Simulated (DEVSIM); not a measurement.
System: Ru/SiO2/p-Si capacitor, at 300 K.

```csv
layer (left to right),material,thickness (nm),Na (cm⁻³)
1,SiO2,23.0,-
2,Si,3700,2.4e16
```

Metal gate on the left, work function 4.7 eV. Fixed charge at the semiconductor interface 0 cm⁻² (in units of +e); interface traps 1e12 cm⁻² eV⁻¹, uniform in energy, neutral level at 0.5 of the gap above the valence band.

The device is made up for the run: typed textbook-type constants, with dimensions and the other settings drawn at random. Values at 300 K.

```csv
parameter,SiO2,Si
gap (eV),9,1.124
affinity (eV),0.9,4.05
permittivity,3.9,11.7
Nc (cm⁻³),-,2.86e19
Nv (cm⁻³),-,3.1e19
```

Simulated with DEVSIM: 1D Poisson equation in equilibrium, Boltzmann statistics, complete ionisation; no quantum confinement or tunnelling. Metal contacts follow the ideal Schottky-Mott rule: no Fermi-level pinning, no interface dipoles.

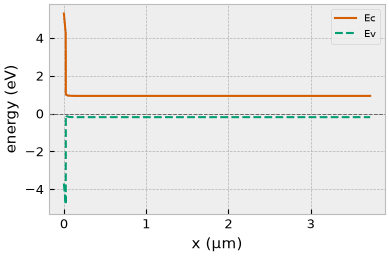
*Band edges at -1.5 V on the gate*

Energies count from the Fermi level of the right contact; mesh points crowd at the junctions.

```
x (μm)    Ec (eV)  Ev (eV)  n (cm⁻³)  p (cm⁻³)  field (V/cm)
--------  -------  -------  --------  --------  ------------
0.000       5.300   -3.700     < 1e2     < 1e2       -480000
0.001561    5.224   -3.776     < 1e2     < 1e2       -480000
0.004815    5.067   -3.933     < 1e2     < 1e2       -480000
0.01188     4.725   -4.275     < 1e2     < 1e2       -480000
0.01988     4.338   -4.662     < 1e2     < 1e2       -480000
0.02223     4.224   -4.776     < 1e2     < 1e2       -480000
0.02347     1.033   -0.091       130    9.3e17        -81000
0.02699     1.011   -0.113       300    3.9e17        -49000
0.03428     0.986   -0.138       790    1.5e17        -25000
0.05085     0.960   -0.164      2100    5.5e16         -9300
0.09184     0.943   -0.181      4100    2.8e16         -1600
0.2434      0.939   -0.185      4800    2.4e16           ≈ 0
0.5385      0.939   -0.185      4800    2.4e16           ≈ 0
1.269       0.939   -0.185      4800    2.4e16           ≈ 0
2.846       0.939   -0.185      4800    2.4e16           ≈ 0
3.360       0.939   -0.185      4800    2.4e16           ≈ 0
3.568       0.939   -0.185      4800    2.4e16           ≈ 0
3.659       0.939   -0.185      4800    2.4e16           ≈ 0
3.704       0.939   -0.185      4800    2.4e16           ≈ 0
3.715       0.939   -0.185      4800    2.4e16           ≈ 0
3.720       0.939   -0.185      4800    2.4e16           ≈ 0
3.723       0.939   -0.185      4800    2.4e16           ≈ 0
```
